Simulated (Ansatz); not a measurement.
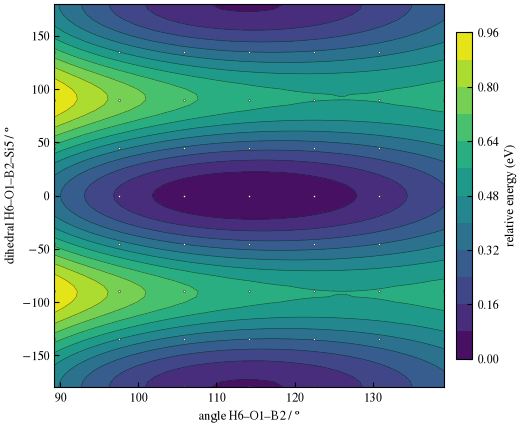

Energy landscape of CH4BNOSi, SMILES OB1C=N[SiH2]1. 
- Coordinates scanned: (1) angle H6–O1–B2; (2) dihedral H6–O1–B2–Si5.
- Nothing is relaxed (all other coordinates rigid).
- The grid has 7 × 8 points.
- Points are written as (first, second).
- Energies: eV, counted from the lowest grid point.
- Theory: RKS PBE0-D4/def2-TZVP (Ansatz).

The picture shows filled contours, dots at the grid points. Between grid points the surface is interpolated. 

> Where are the wells?

The lowest grid point is at (114.2°, 0°). There is a further well near (114.2°, −180°) (0.07 eV above the lowest at that grid point). The highest grid point, (89.2°, −90°), lies 0.95 eV above the lowest. On the interpolated surface the easiest way out of the lowest well to the well at (114.2°, −180°) passes a barrier of about 0.56 eV. Round the minimum the two coordinates are nearly uncoupled.

Grid values (eV):

| dihedral H6–O1–B2–Si5 ↓, angle H6–O1–B2 → | 89.2 | 97.5 | 105.8 | 114.2 | 122.5 | 130.8 | 139.2 |
| --- | --- | --- | --- | --- | --- | --- | --- |
| 135 | 0.67 | 0.48 | 0.37 | 0.32 | 0.33 | 0.37 | 0.44 |
| 90 | 0.95 | 0.78 | 0.66 | 0.59 | 0.56 | 0.56 | 0.59 |
| 45 | 0.61 | 0.43 | 0.31 | 0.26 | 0.27 | 0.32 | 0.39 |
| 0 | 0.34 | 0.15 | 0.04 | 0.00 | 0.03 | 0.11 | 0.23 |
| −45 | 0.62 | 0.43 | 0.31 | 0.27 | 0.27 | 0.32 | 0.39 |
| −90 | 0.95 | 0.78 | 0.66 | 0.59 | 0.56 | 0.56 | 0.59 |
| −135 | 0.67 | 0.48 | 0.36 | 0.32 | 0.32 | 0.37 | 0.44 |
| −180 | 0.42 | 0.22 | 0.10 | 0.07 | 0.10 | 0.18 | 0.30 |

The whole map (56 points run) took 8.6 min on 1 thread of Arm Neoverse V2, with other jobs on the host.
